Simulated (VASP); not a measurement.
Band structure of PtTe2 (1T layered). Method: optB86b-vdW, VASP's PBE PAW potentials (set 64) (plane waves; VASP).

Unless said otherwise, spin-orbit coupling is left out, though it shifts the bands of the heavy elements here.

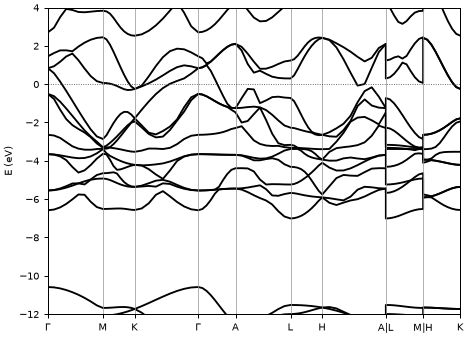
Fig. 1. Bands along high-symmetry lines, zero at the valence-band maximum or, without a gap, the Fermi level

Task: Read the plot: is there a gap, and where are the band edges?

Result: It has no gap at this level: it comes out as a metal or semimetal. (Edges off the drawn lines would not show.)

The compound is PtTe2 in the 1T layered structure. It was relaxed first.
